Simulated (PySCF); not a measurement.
**C₃H₇FSi: NMR shifts at several levels of theory, part 1 of 2**

Aim: compute the NMR shifts of C₃H₇FSi (`C=C[C@H](F)[SiH3]`) at several levels, and see how far they spread and what each costs.

Computed with PySCF 2.14.0, with density-fitted response routines of our own, on a single molecule in the gas phase. Atoms are numbered from 0 throughout.

## 1. The starting structure

12 atoms, charge 0, multiplicity 1; geometry from: PBE0-D3(BJ)/def2-SVP.

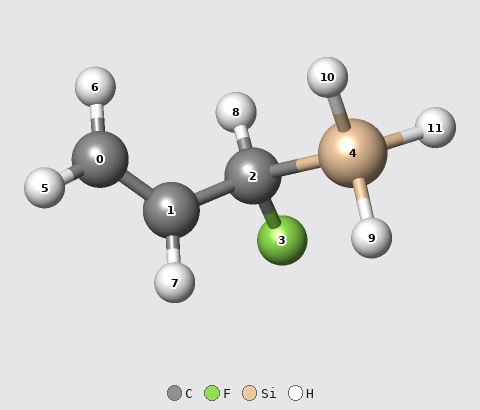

The starting geometry (carbon grey, fluorine green, silicon light orange, hydrogen white), atoms numbered.

## 2. Nuclear shieldings: PBE0/pcSseg-2

The job: settings as JSON, then the geometry in Å.

```
{"job": {"kind": "nmr", "xc": "PBE0", "basis": "pcSseg-2", "pop": false}, "charge": 0, "multiplicity": 1}
C     -1.671337     0.679118     0.860664
C     -0.924575    -0.319598     0.386326
C      0.088855    -0.187322    -0.697034
F      0.067871    -1.311471    -1.515123
Si     1.860373    -0.036309     0.016694
H     -2.348375     0.530909     1.705142
H     -1.626520     1.684338     0.428642
H     -0.986701    -1.318343     0.835661
H     -0.128736     0.699162    -1.320290
H      2.118865    -1.197162     0.918335
H      1.968693     1.238679     0.787189
H      2.850816    -0.037102    -1.100116
```

Method: GIAO PBE0/pcSseg-2 NMR shielding, non-relativistic, gas phase.

Started as:

```console
> OMP_NUM_THREADS=1 python probes_run.py task.json out
```

The driver reads the jobs from task.json and runs them one after another.

Output:

```text
coarse grid: 10312 points
cycle   1  E = -507.5078778982  dE =  2.462e-01  |g| = 4.948e-01  |ddm| = 2.333e+00
cycle   2  E = -507.4758773001  dE =  3.200e-02  |g| = 6.882e-01  |ddm| = 7.845e-01
cycle   3  E = -507.5510024055  dE = -7.513e-02  |g| = 7.521e-02  |ddm| = 4.751e-01
cycle   4  E = -507.5518554315  dE = -8.530e-04  |g| = 3.134e-02  |ddm| = 6.033e-02
cycle   5  E = -507.5520889729  dE = -2.335e-04  |g| = 6.754e-03  |ddm| = 2.696e-02
cycle   6  E = -507.5520956527  dE = -6.680e-06  |g| = 3.769e-03  |ddm| = 6.710e-03
cycle   7  E = -507.5520992440  dE = -3.591e-06  |g| = 2.791e-04  |ddm| = 2.496e-03
final grid: 94760 points
cycle   8  E = -507.5577165177  dE = -7.265e-05  |g| = 6.353e-03  |ddm| = 3.438e-02
cycle   9  E = -507.5577111899  dE =  5.328e-06  |g| = 8.336e-03  |ddm| = 9.415e-03
cycle  10  E = -507.5577258839  dE = -1.469e-05  |g| = 1.073e-03  |ddm| = 5.091e-03
cycle  11  E = -507.5577260483  dE = -1.643e-07  |g| = 3.599e-04  |ddm| = 9.351e-04
cycle  12  E = -507.5577260710  dE = -2.277e-08  |g| = 7.178e-05  |ddm| = 2.265e-04
cycle  13  E = -507.5577260718  dE = -7.072e-10  |g| = 4.618e-05  |ddm| = 7.638e-05
cycle  14  E = -507.5577260723  dE = -5.330e-10  |g| = 3.524e-06  |ddm| = 3.500e-05
converged SCF energy = -507.5577260723

GIAO shielding tensors (ppm)
atom      isotropic    diamagn.    paramagn.     s11        s22        s33       span
  0 C       61.545     253.382    -191.838    -51.401     72.256    163.779    215.180
  1 C       33.156     255.077    -221.920    -87.076     43.822    142.722    229.799
  2 C       91.734     241.127    -149.393     57.313     70.124    147.767     90.454
  3 F      408.416     466.475     -58.060    364.211    393.437    467.600    103.389
  4 Si     405.136     878.286    -473.150    376.310    389.749    449.350     73.041
  5 H       25.936      29.481      -3.546     23.195     25.215     29.397      6.202
  6 H       25.899      31.558      -5.659     22.755     25.125     29.817      7.061
  7 H       24.762      31.402      -6.639     22.327     24.436     27.524      5.197
  8 H       25.975      30.576      -4.600     23.900     25.272     28.755      4.855
  9 H       27.357      29.024      -1.667     24.686     26.095     31.289      6.603
 10 H       27.555      29.202      -1.647     24.714     26.020     31.930      7.217
 11 H       27.066      28.534      -1.468     24.302     25.039     31.856      7.554
```

Wall time 65 s (1 thread of Arm Neoverse V1, shared host); peak memory 1.1 GiB.

The references, computed at this level on geometries of the same kind, shield at (ppm): 1H TMS 31.25, 13C TMS 184.1, 29Si TMS 341.3, 19F CFCl3 175.8. Their shielding less the atom's gives the shift. The references are single molecules in the gas phase, so shifts against H2O, NH3, PH3, H3PO4 or CFCl3 are not on the usual liquid scales and can be off by tens of ppm. Atoms listed in one row are averaged.

```
       atoms                                       environment  σ (ppm)  δ (ppm)
          C1                                         alkene CH     33.2    151.0
          C0                              terminal =CH2 carbon     61.5    122.6
          C2                 allylic sp3 CH bonded to F and Si     91.7     92.4
          H7                          hydrogen on an alkene CH    24.76     6.48
          H6                hydrogen on a terminal =CH2 carbon    25.90     5.35
          H5                hydrogen on a terminal =CH2 carbon    25.94     5.31
          H8  hydrogen on an allylic sp3 CH bonded to F and Si    25.98     5.27
H9, H10, H11                 hydrogen on a silicon bonded to C    27.33     3.92
          F3                         fluorine on an sp3 carbon    408.4   -232.6
         Si4                          silicon bonded to C, 3 H    405.1    -63.9
```

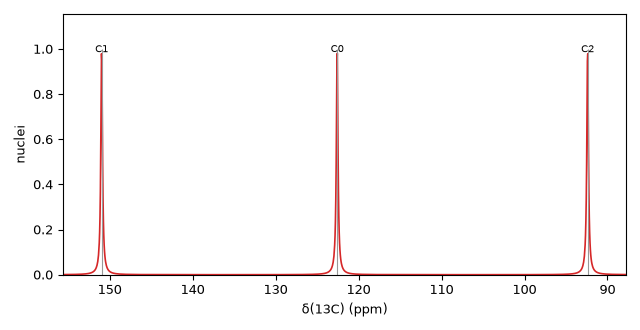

13C lines at the computed shifts, without couplings. Lines are broadened to a width of 0.23 ppm (Lorentzian).

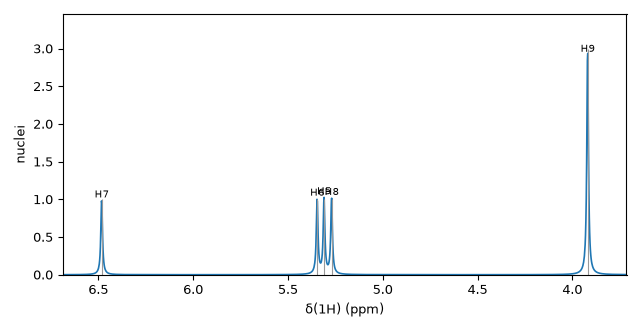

1H lines at the computed shifts, without couplings. Lines are broadened to a width of 0.01 ppm (Lorentzian).

## 3. NMR shieldings: mPW1PW91/pcSseg-2

Same as in step 2 but for these lines:

```diff
@@ -1,2 +1,2 @@
-{"job": {"kind": "nmr", "xc": "PBE0", "basis": "pcSseg-2", "pop": false}, "charge": 0, "multiplicity": 1}
+{"job": {"kind": "nmr", "xc": "mPW1PW91", "basis": "pcSseg-2", "pop": false}, "charge": 0, "multiplicity": 1}
 C     -1.671337     0.679118     0.860664
```

With the program's defaults for keys left out, this is: GIAO mPW1PW91/pcSseg-2 NMR shielding, non-relativistic, gas phase.

Output:

```text
coarse grid: 10312 points
cycle   1  E = -507.8323486112  dE =  2.453e-01  |g| = 5.082e-01  |ddm| = 2.324e+00
cycle   2  E = -507.7981403160  dE =  3.421e-02  |g| = 7.105e-01  |ddm| = 7.924e-01
cycle   3  E = -507.8774676375  dE = -7.933e-02  |g| = 7.601e-02  |ddm| = 4.834e-01
cycle   4  E = -507.8783568402  dE = -8.892e-04  |g| = 3.143e-02  |ddm| = 6.165e-02
cycle   5  E = -507.8785928468  dE = -2.360e-04  |g| = 6.805e-03  |ddm| = 2.704e-02
cycle   6  E = -507.8785996724  dE = -6.826e-06  |g| = 3.778e-03  |ddm| = 6.776e-03
cycle   7  E = -507.8786032907  dE = -3.618e-06  |g| = 2.793e-04  |ddm| = 2.498e-03
final grid: 94760 points
cycle   8  E = -507.8832339072  dE = -6.574e-05  |g| = 4.955e-03  |ddm| = 3.328e-02
cycle   9  E = -507.8832307624  dE =  3.145e-06  |g| = 6.532e-03  |ddm| = 7.335e-03
cycle  10  E = -507.8832395289  dE = -8.767e-06  |g| = 8.004e-04  |ddm| = 3.869e-03
cycle  11  E = -507.8832396171  dE = -8.823e-08  |g| = 3.121e-04  |ddm| = 7.683e-04
cycle  12  E = -507.8832396344  dE = -1.727e-08  |g| = 4.950e-05  |ddm| = 2.030e-04
cycle  13  E = -507.8832396347  dE = -2.818e-10  |g| = 3.520e-05  |ddm| = 5.433e-05
cycle  14  E = -507.8832396350  dE = -3.145e-10  |g| = 2.819e-06  |ddm| = 2.633e-05
converged SCF energy = -507.8832396350

GIAO shielding tensors (ppm)
atom      isotropic    diamagn.    paramagn.     s11        s22        s33       span
  0 C       60.875     253.561    -192.687    -52.398     71.852    163.171    215.569
  1 C       32.687     254.852    -222.165    -87.879     43.550    142.390    230.269
  2 C       91.198     241.197    -150.000     56.669     69.706    147.218     90.549
  3 F      409.184     466.683     -57.499    365.150    394.423    467.979    102.828
  4 Si     403.529     878.416    -474.887    375.572    388.055    446.960     71.388
  5 H       25.997      29.452      -3.455     23.269     25.278     29.445      6.177
  6 H       25.966      31.582      -5.616     22.823     25.187     29.888      7.065
  7 H       24.834      31.441      -6.608     22.408     24.491     27.601      5.193
  8 H       26.039      30.594      -4.555     23.990     25.312     28.816      4.826
  9 H       27.423      29.109      -1.686     24.753     26.170     31.346      6.593
 10 H       27.620      29.294      -1.674     24.787     26.095     31.977      7.190
 11 H       27.138      28.603      -1.465     24.385     25.128     31.900      7.515
```

It took 66 s on 1 thread of Arm Neoverse V1, shared host; peak memory 1.1 GiB.

This run: δ C1 150.8, C0 122.7, C2 92.3, F3 -232.0, H7 6.46, H6 5.33 ppm.

## 4. Nuclear shieldings: WP04/pcSseg-2

Same as in step 3 but for these lines:

```diff
@@ -1,2 +1,2 @@
-{"job": {"kind": "nmr", "xc": "mPW1PW91", "basis": "pcSseg-2", "pop": false}, "charge": 0, "multiplicity": 1}
+{"job": {"kind": "nmr", "xc": "WP04", "basis": "pcSseg-2", "pop": false}, "charge": 0, "multiplicity": 1}
 C     -1.671337     0.679118     0.860664
```

With the program's defaults for keys left out, this is: GIAO WP04/pcSseg-2 NMR shielding, non-relativistic, gas phase.

Output:

```text
coarse grid: 10312 points
cycle   1  E = -515.8463204220  dE =  1.927e-01  |g| = 8.265e-01  |ddm| = 2.305e+00
cycle   2  E = -515.6914242141  dE =  1.549e-01  |g| = 1.289e+00  |ddm| = 1.410e+00
cycle   3  E = -515.9565093424  dE = -2.651e-01  |g| = 1.597e-01  |ddm| = 1.015e+00
cycle   4  E = -515.9607366970  dE = -4.227e-03  |g| = 5.459e-02  |ddm| = 1.245e-01
cycle   5  E = -515.9614844840  dE = -7.478e-04  |g| = 1.050e-02  |ddm| = 4.649e-02
cycle   6  E = -515.9614974878  dE = -1.300e-05  |g| = 6.533e-03  |ddm| = 1.107e-02
cycle   7  E = -515.9615081062  dE = -1.062e-05  |g| = 1.290e-03  |ddm| = 4.464e-03
cycle   8  E = -515.9615084998  dE = -3.936e-07  |g| = 2.452e-04  |ddm| = 1.135e-03
final grid: 94760 points
cycle   9  E = -515.9705684171  dE = -1.088e-04  |g| = 7.740e-03  |ddm| = 4.724e-02
cycle  10  E = -515.9705541840  dE =  1.423e-05  |g| = 1.167e-02  |ddm| = 1.137e-02
cycle  11  E = -515.9705809617  dE = -2.678e-05  |g| = 1.534e-03  |ddm| = 6.578e-03
cycle  12  E = -515.9705812967  dE = -3.351e-07  |g| = 5.578e-04  |ddm| = 1.169e-03
cycle  13  E = -515.9705813527  dE = -5.604e-08  |g| = 2.520e-04  |ddm| = 4.336e-04
cycle  14  E = -515.9705813678  dE = -1.504e-08  |g| = 7.352e-05  |ddm| = 2.037e-04
cycle  15  E = -515.9705813690  dE = -1.216e-09  |g| = 8.983e-06  |ddm| = 5.346e-05
cycle  16  E = -515.9705813690  dE = -1.796e-11  |g| = 1.102e-06  |ddm| = 9.199e-06
converged SCF energy = -515.9705813690

GIAO shielding tensors (ppm)
atom      isotropic    diamagn.    paramagn.     s11        s22        s33       span
  0 C       50.633     254.134    -203.501    -62.268     62.223    151.943    214.211
  1 C       23.935     254.773    -230.838    -95.424     34.956    132.273    227.697
  2 C       76.603     243.002    -166.399     39.636     55.922    134.250     94.614
  3 F      403.820     470.555     -66.735    357.305    401.153    453.002     95.697
  4 Si     387.571     880.177    -492.606    366.645    372.925    423.143     56.497
  5 H       26.542      29.853      -3.311     24.005     25.826     29.794      5.789
  6 H       26.559      32.288      -5.730     23.514     25.788     30.374      6.861
  7 H       25.500      31.711      -6.211     23.165     25.076     28.260      5.095
  8 H       26.555      31.312      -4.757     24.737     25.611     29.318      4.580
  9 H       28.230      29.920      -1.690     25.656     27.040     31.995      6.339
 10 H       28.412      30.302      -1.890     25.738     26.964     32.535      6.797
 11 H       27.954      29.095      -1.142     25.357     26.081     32.423      7.066
```

Wall time 54 s (1 thread of Arm Neoverse V1, shared host); peak memory 1.2 GiB.

In short: δ C1 148.2, C0 121.5, C2 95.5, F3 -226.5, H7 6.11, H5 5.07 ppm.

## 5. NMR shieldings: B97-2/pcSseg-2

Same as in step 4 but for these lines:

```diff
@@ -1,2 +1,2 @@
-{"job": {"kind": "nmr", "xc": "WP04", "basis": "pcSseg-2", "pop": false}, "charge": 0, "multiplicity": 1}
+{"job": {"kind": "nmr", "xc": "B97-2", "basis": "pcSseg-2", "pop": false}, "charge": 0, "multiplicity": 1}
 C     -1.671337     0.679118     0.860664
```

Level: GIAO B97-2/pcSseg-2 NMR shielding, non-relativistic, gas phase.

Output:

```text
coarse grid: 10312 points
cycle   1  E = -507.8132890016  dE =  2.310e-01  |g| = 5.271e-01  |ddm| = 2.337e+00
cycle   2  E = -507.7680903181  dE =  4.520e-02  |g| = 7.680e-01  |ddm| = 8.712e-01
cycle   3  E = -507.8615578232  dE = -9.347e-02  |g| = 7.977e-02  |ddm| = 5.526e-01
cycle   4  E = -507.8625905979  dE = -1.033e-03  |g| = 3.303e-02  |ddm| = 6.686e-02
cycle   5  E = -507.8628540121  dE = -2.634e-04  |g| = 7.154e-03  |ddm| = 2.800e-02
cycle   6  E = -507.8628613996  dE = -7.387e-06  |g| = 4.108e-03  |ddm| = 7.254e-03
cycle   7  E = -507.8628657625  dE = -4.363e-06  |g| = 3.363e-04  |ddm| = 2.765e-03
final grid: 94760 points
cycle   8  E = -507.8642231771  dE = -8.857e-05  |g| = 5.898e-03  |ddm| = 4.461e-02
cycle   9  E = -507.8642201104  dE =  3.067e-06  |g| = 7.048e-03  |ddm| = 7.005e-03
cycle  10  E = -507.8642271947  dE = -7.084e-06  |g| = 1.157e-03  |ddm| = 4.685e-03
cycle  11  E = -507.8642273666  dE = -1.719e-07  |g| = 3.113e-04  |ddm| = 6.736e-04
cycle  12  E = -507.8642273911  dE = -2.446e-08  |g| = 7.842e-05  |ddm| = 2.918e-04
cycle  13  E = -507.8642273920  dE = -9.059e-10  |g| = 4.454e-05  |ddm| = 7.922e-05
cycle  14  E = -507.8642273925  dE = -5.175e-10  |g| = 2.337e-06  |ddm| = 2.832e-05
converged SCF energy = -507.8642273925

GIAO shielding tensors (ppm)
atom      isotropic    diamagn.    paramagn.     s11        s22        s33       span
  0 C       63.863     253.788    -189.925    -46.117     74.837    162.870    208.987
  1 C       35.889     255.287    -219.398    -81.422     46.712    142.377    223.800
  2 C       91.921     241.589    -149.669     57.689     70.723    147.350     89.660
  3 F      407.657     467.028     -59.371    363.828    394.561    464.582    100.754
  4 Si     410.069     878.514    -468.446    383.089    394.853    452.265     69.176
  5 H       26.107      29.505      -3.398     23.410     25.374     29.536      6.126
  6 H       26.071      31.728      -5.657     22.996     25.290     29.928      6.932
  7 H       24.941      31.571      -6.630     22.581     24.608     27.634      5.053
  8 H       26.119      30.728      -4.609     24.087     25.375     28.895      4.808
  9 H       27.546      29.286      -1.740     24.904     26.307     31.426      6.522
 10 H       27.737      29.489      -1.752     24.934     26.228     32.049      7.115
 11 H       27.254      28.717      -1.463     24.528     25.261     31.974      7.446
```

It took 63 s on 1 thread of Arm Neoverse V1, shared host; peak memory 1.1 GiB.

Key values: δ C1 147.6, C0 119.6, C2 91.5, F3 -230.2, H7 6.42, H6 5.29 ppm.

## 6. Shielding tensors: BHandHLYP/pcSseg-2

Same as in step 5 but for these lines:

```diff
@@ -1,2 +1,2 @@
-{"job": {"kind": "nmr", "xc": "B97-2", "basis": "pcSseg-2", "pop": false}, "charge": 0, "multiplicity": 1}
+{"job": {"kind": "nmr", "xc": "BHandHLYP", "basis": "pcSseg-2", "pop": false}, "charge": 0, "multiplicity": 1}
 C     -1.671337     0.679118     0.860664
```

With the program's defaults for keys left out, this is: GIAO BHandHLYP/pcSseg-2 NMR shielding, non-relativistic, gas phase.

Output:

```text
coarse grid: 10312 points
cycle   1  E = -507.7548171598  dE =  3.090e-01  |g| = 5.078e-01  |ddm| = 2.299e+00
cycle   2  E = -507.7587687077  dE = -3.952e-03  |g| = 5.589e-01  |ddm| = 5.995e-01
cycle   3  E = -507.8053428635  dE = -4.657e-02  |g| = 5.121e-02  |ddm| = 2.991e-01
cycle   4  E = -507.8057911871  dE = -4.483e-04  |g| = 2.326e-02  |ddm| = 4.541e-02
cycle   5  E = -507.8059173241  dE = -1.261e-04  |g| = 5.311e-03  |ddm| = 2.285e-02
cycle   6  E = -507.8059236330  dE = -6.309e-06  |g| = 1.426e-03  |ddm| = 4.676e-03
final grid: 94760 points
cycle   7  E = -507.8111995035  dE = -2.542e-05  |g| = 2.911e-03  |ddm| = 2.158e-02
cycle   8  E = -507.8111991278  dE =  3.757e-07  |g| = 3.215e-03  |ddm| = 3.928e-03
cycle   9  E = -507.8112013013  dE = -2.173e-06  |g| = 3.158e-04  |ddm| = 2.036e-03
cycle  10  E = -507.8112013185  dE = -1.722e-08  |g| = 1.199e-04  |ddm| = 2.779e-04
cycle  11  E = -507.8112013220  dE = -3.526e-09  |g| = 2.460e-05  |ddm| = 1.023e-04
cycle  12  E = -507.8112013222  dE = -1.411e-10  |g| = 8.253e-06  |ddm| = 2.177e-05
converged SCF energy = -507.8112013222

GIAO shielding tensors (ppm)
atom      isotropic    diamagn.    paramagn.     s11        s22        s33       span
  0 C       61.176     252.161    -190.985    -58.235     77.629    164.135    222.369
  1 C       32.946     253.700    -220.753    -93.991     48.209    144.621    238.612
  2 C       94.701     239.765    -145.064     60.825     73.497    149.780     88.955
  3 F      423.103     467.593     -44.490    380.730    404.620    483.959    103.229
  4 Si     406.934     876.726    -469.792    379.495    392.291    449.016     69.521
  5 H       26.173      29.808      -3.635     23.372     25.292     29.855      6.483
  6 H       26.156      31.644      -5.488     23.002     25.212     30.253      7.251
  7 H       25.065      31.482      -6.417     22.713     24.555     27.927      5.214
  8 H       26.398      30.772      -4.374     24.363     25.644     29.188      4.825
  9 H       27.672      29.035      -1.363     24.959     26.391     31.665      6.705
 10 H       27.898      29.223      -1.325     25.076     26.362     32.256      7.180
 11 H       27.397      28.596      -1.199     24.618     25.382     32.192      7.574
```

Run time: 64 s. Hardware: 1 thread of Arm Neoverse V1, shared host; peak memory 1.1 GiB.

In short: δ C1 151.3, C0 123.1, C2 89.6, F3 -221.1, H7 6.38, H6 5.29 ppm.

## 7. NMR shieldings: CAM-B3LYP/pcSseg-2

Same as in step 6 but for these lines:

```diff
@@ -1,2 +1,2 @@
-{"job": {"kind": "nmr", "xc": "BHandHLYP", "basis": "pcSseg-2", "pop": false}, "charge": 0, "multiplicity": 1}
+{"job": {"kind": "nmr", "xc": "CAM-B3LYP", "basis": "pcSseg-2", "pop": false}, "charge": 0, "multiplicity": 1}
 C     -1.671337     0.679118     0.860664
```

With the program's defaults for keys left out, this is: GIAO CAM-B3LYP/pcSseg-2 NMR shielding, non-relativistic, gas phase.

Output:

```text
coarse grid: 10312 points
cycle   1  E = -507.7853830165  dE =  2.966e-01  |g| = 5.295e-01  |ddm| = 2.297e+00
cycle   2  E = -507.7716525725  dE =  1.373e-02  |g| = 6.689e-01  |ddm| = 6.809e-01
cycle   3  E = -507.8361978239  dE = -6.455e-02  |g| = 5.736e-02  |ddm| = 3.566e-01
cycle   4  E = -507.8367287303  dE = -5.309e-04  |g| = 2.422e-02  |ddm| = 4.852e-02
cycle   5  E = -507.8368655115  dE = -1.368e-04  |g| = 5.174e-03  |ddm| = 2.495e-02
cycle   6  E = -507.8368718519  dE = -6.340e-06  |g| = 9.080e-04  |ddm| = 4.760e-03
final grid: 94760 points
cycle   7  E = -507.8440069593  dE = -4.381e-05  |g| = 3.776e-03  |ddm| = 2.393e-02
cycle   8  E = -507.8440065060  dE =  4.533e-07  |g| = 4.269e-03  |ddm| = 4.369e-03
cycle   9  E = -507.8440095478  dE = -3.042e-06  |g| = 5.385e-04  |ddm| = 2.214e-03
cycle  10  E = -507.8440095859  dE = -3.813e-08  |g| = 1.834e-04  |ddm| = 4.367e-04
cycle  11  E = -507.8440095930  dE = -7.110e-09  |g| = 3.236e-05  |ddm| = 1.408e-04
cycle  12  E = -507.8440095933  dE = -2.360e-10  |g| = 8.509e-06  |ddm| = 3.259e-05
converged SCF energy = -507.8440095933

GIAO shielding tensors (ppm)
atom      isotropic    diamagn.    paramagn.     s11        s22        s33       span
  0 C       58.030     251.638    -193.608    -59.700     71.334    162.456    222.156
  1 C       28.328     253.497    -225.170    -97.153     41.376    140.760    237.914
  2 C       88.922     239.419    -150.497     53.774     66.280    146.712     92.937
  3 F      414.706     467.210     -52.504    371.349    396.522    476.246    104.898
  4 Si     393.923     877.422    -483.499    363.565    377.888    440.317     76.752
  5 H       26.031      29.910      -3.878     23.264     25.295     29.535      6.271
  6 H       26.003      31.419      -5.417     22.827     25.218     29.963      7.137
  7 H       24.883      31.370      -6.487     22.367     24.581     27.703      5.336
  8 H       26.147      30.609      -4.463     24.063     25.368     29.010      4.947
  9 H       27.487      28.837      -1.350     24.823     26.239     31.398      6.574
 10 H       27.696      28.982      -1.286     24.896     26.176     32.015      7.118
 11 H       27.216      28.473      -1.258     24.483     25.217     31.948      7.465
```

It took 89 s on 1 thread of Arm Neoverse V1, shared host; peak memory 1.3 GiB.

Key values: δ C1 154.2, C0 124.5, C2 93.6, F3 -228.7, H7 6.45, H6 5.33 ppm.

(Continued in part 2 of 2.)
